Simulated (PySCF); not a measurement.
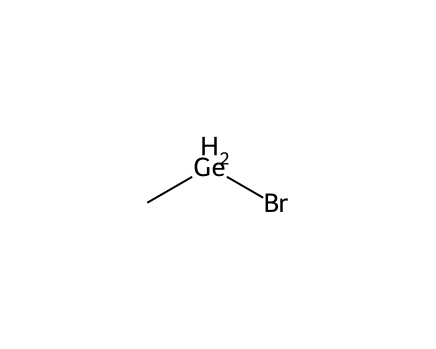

Structural formula above. The computed structure is the end point of a PBE0-D3(BJ)/def2-SVP optimisation. No frequency run is at hand to confirm it as a minimum.

Describe the 3D structure.

Formula CH5BrGe. SMILES: `[CH3][GeH2][Br]`. This geometry has Cs symmetry. Coordination: 1 C tetrahedral; 1 Ge tetrahedral.

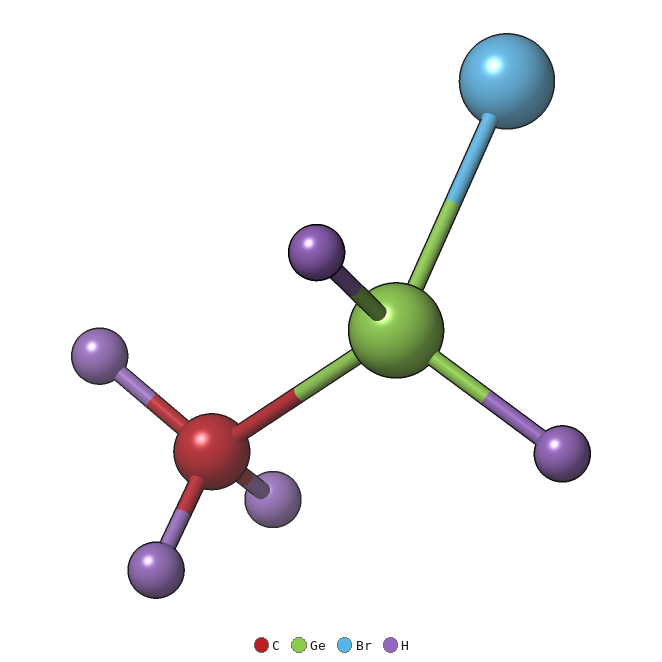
